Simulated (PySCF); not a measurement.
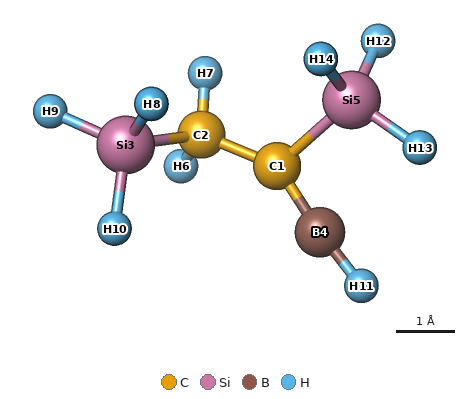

*The structure (ball-and-stick view, seen at a tilt; atoms are numbered from 1 in the order of the input).*

Bond lengths as drawn: B–C 1.38 Å, B–H 1.19 Å, C–C 1.50 Å, C–H 1.10 Å, C–Si 1.88 to 1.90 Å and H–Si 1.49 to 1.50 Å.

**C$_{2}$H$_{9}$BSi$_{2}$: NMR shielding calculation**

C$_{2}$H$_{9}$BSi$_{2}$, computed with GIAO PBE0/pcSseg-1 NMR shielding, non-relativistic, gas phase (PySCF 2.14.0).

The geometry comes from this level: PBE0-D3(BJ)/def2-SVP. Figures and captions count atoms from 1; the log counts them from 0 in places.

## Log
```
coarse grid: 12088 points
cycle   1  E = -684.8941762396  dE =  1.239e-01  |g| = 4.082e-01  |ddm| = 3.243e+00
cycle   2  E = -684.8317305384  dE =  6.245e-02  |g| = 6.124e-01  |ddm| = 8.939e-01
cycle   3  E = -684.9363495708  dE = -1.046e-01  |g| = 9.219e-02  |ddm| = 6.280e-01
cycle   4  E = -684.9386162561  dE = -2.267e-03  |g| = 2.710e-02  |ddm| = 1.197e-01
cycle   5  E = -684.9388644616  dE = -2.482e-04  |g| = 4.958e-03  |ddm| = 4.194e-02
cycle   6  E = -684.9388738236  dE = -9.362e-06  |g| = 5.142e-04  |ddm| = 8.857e-03
final grid: 105824 points
cycle   7  E = -684.9677574138  dE = -1.830e-05  |g| = 4.323e-03  |ddm| = 1.876e-02
cycle   8  E = -684.9677530873  dE =  4.326e-06  |g| = 5.839e-03  |ddm| = 1.003e-02
cycle   9  E = -684.9677623017  dE = -9.214e-06  |g| = 1.047e-03  |ddm| = 5.955e-03
cycle  10  E = -684.9677626090  dE = -3.073e-07  |g| = 2.167e-04  |ddm| = 1.114e-03
cycle  11  E = -684.9677626226  dE = -1.357e-08  |g| = 3.978e-05  |ddm| = 2.614e-04
cycle  12  E = -684.9677626230  dE = -3.679e-10  |g| = 1.106e-05  |ddm| = 5.573e-05
```

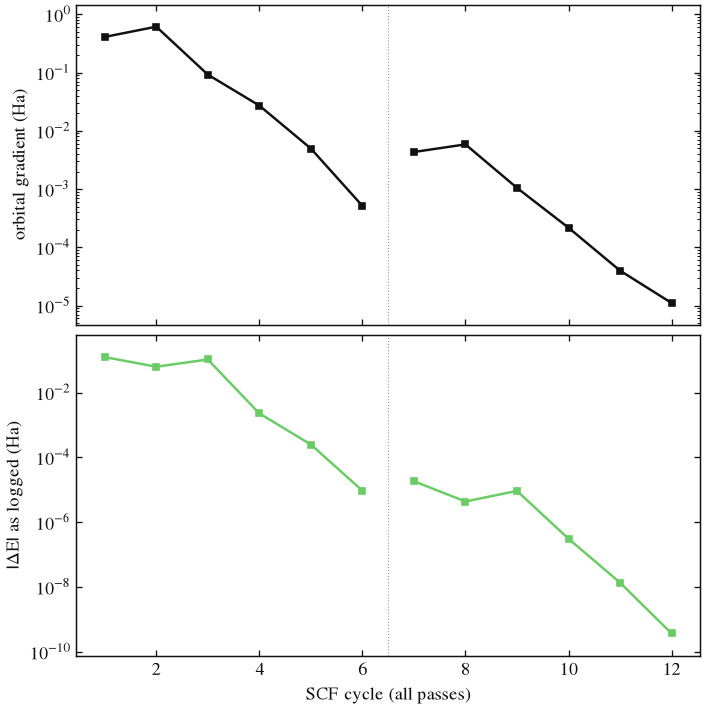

*Convergence of the self-consistent field: orbital gradient and size of the energy change against the SCF cycle. The dotted line marks the change from a coarse to the final integration grid.*

The first 6 cycles use a coarse grid, the final grid takes over at cycle 7, and the field converges after 12 cycles in all.

```
converged SCF energy = -684.9677626230

GIAO shielding tensors (ppm)
atom      isotropic    diamagn.    paramagn.     s11        s22        s33       span
  0 C      126.711     267.815    -141.104      0.705    147.074    232.354    231.648
  1 C      178.038     248.587     -70.549    165.356    173.024    195.734     30.378
  2 Si     415.673     878.809    -463.137    375.913    406.276    464.829     88.916
  3 B       58.335     204.379    -146.045     -1.719     37.081    139.643    141.362
  4 Si     456.956     880.384    -423.428    362.270    468.496    540.102    177.832
  5 H       28.860      29.402      -0.542     23.649     27.514     35.417     11.767
  6 H       30.285      30.386      -0.101     24.839     28.825     37.192     12.352
  7 H       27.295      28.913      -1.617     23.714     26.813     31.359      7.645
  8 H       27.153      27.977      -0.825     23.796     24.635     33.027      9.231
  9 H       27.461      28.835      -1.374     24.455     25.757     32.171      7.716
 10 H       27.027      30.047      -3.020     24.297     26.386     30.398      6.101
 11 H       27.110      28.279      -1.169     23.024     24.912     33.393     10.369
 12 H       26.884      28.517      -1.634     23.698     25.329     31.625      7.927
 13 H       26.986      28.977      -1.992     22.662     25.762     32.533      9.870
```

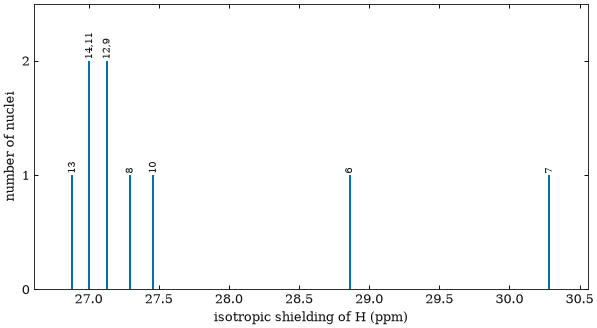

*Isotropic shieldings of the hydrogen nuclei in this fixed geometry, labelled by atom number; shielding grows to the right, so chemical shift grows to the left.*

The least shielded is H13 (26.9 ppm), the most shielded H7 (30.3 ppm).

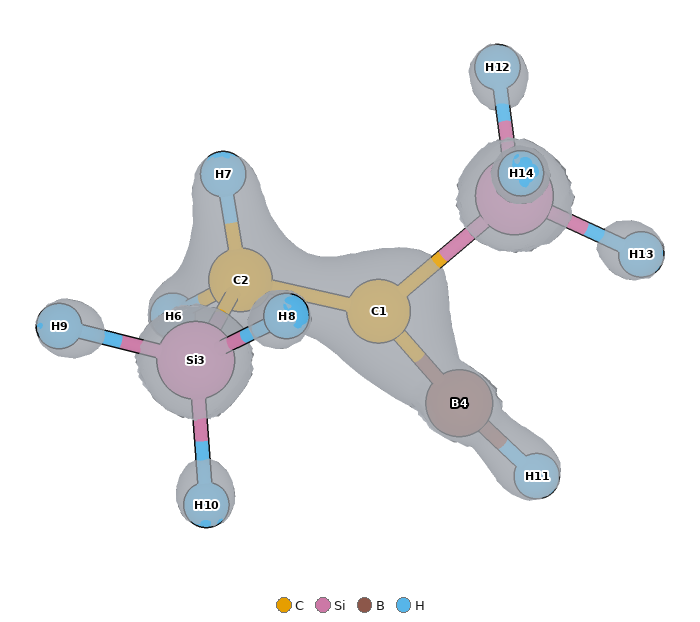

*Isosurface of the total electron density at 1 e/Å³ (grey), seen at a tilt.*

At this value the surface falls into nine separate pieces. It is pinched off along the C–Si (1.88 Å) contacts. On the grid the lowest density along these lines, outside the cores, is 1.6 e/Å³ (C–B, 1.38 Å), 1.6 e/Å³ (C–C, 1.50 Å), 0.74 e/Å³ (C–Si, 1.88 Å) and 1.8 e/Å³ (C–H, 1.10 Å).

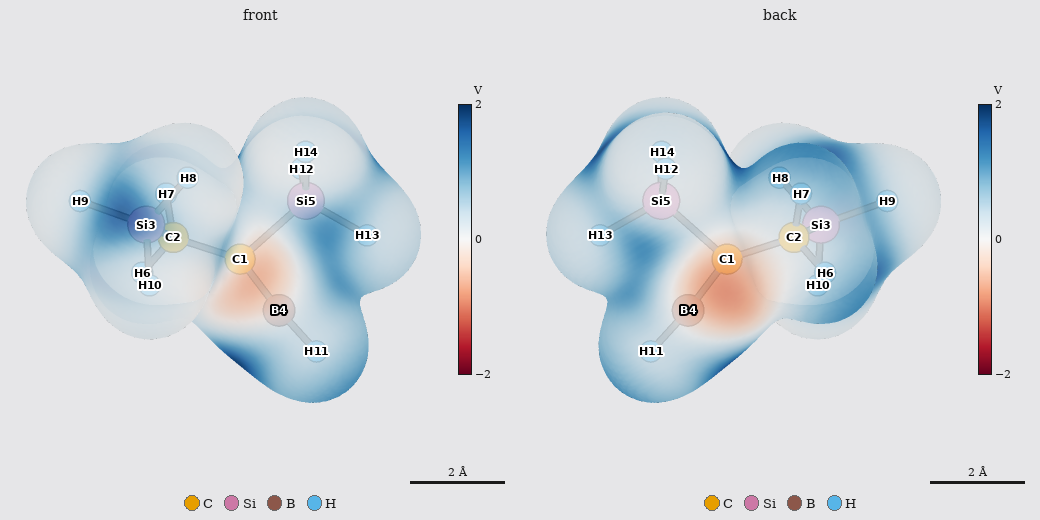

*The electrostatic potential painted on the density surface at 0.004 e/bohr³, seen at a tilt and from behind; the colour scale runs from red (negative) to blue (positive).*

Its dipole moment is 0.56 D.

The run was set up as follows.

## Input
```
{"job": {"kind": "nmr", "xc": "PBE0", "basis": "pcSseg-1"}, "charge": 0, "multiplicity": 1}
C     -0.466919    -0.617338    -0.203488
C      0.357693    -0.526295     1.041872
Si     2.013621     0.319253     0.670606
B     -0.679824    -1.334187    -1.358492
Si    -1.750593     0.705315    -0.594790
H      0.569511    -1.530084     1.445536
H     -0.151461     0.030868     1.846229
H      1.775311     1.679967     0.101290
H      2.829014     0.455169     1.919480
H      2.774012    -0.497968    -0.321812
H     -0.940810    -1.884420    -2.378187
H     -2.820335     0.738662     0.451227
H     -2.381883     0.381049    -1.915669
H     -1.133779     2.065435    -0.689455
```

The first line tells a small driver script what to run in PySCF; the rest is the geometry in Å.

Run as:
```bash
OMP_NUM_THREADS=1 python <driver script> task.json out
```

## Key numbers

- outcome: converged
- total energy: −684.967763 hartree
- HOMO: −6.57 eV
- LUMO: −1.17 eV
- dipole moment: 0.56 D
- isotropic shielding, C: 126.7 to 178.0 ppm
- isotropic shielding, Si: 415.7 to 457.0 ppm
- isotropic shielding, B: 58.3 ppm
- isotropic shielding, H: 26.9 to 30.3 ppm
- hardware: 1 CPU thread, shared host
- wall time: 30 s
- peak memory: 0.72 GiB
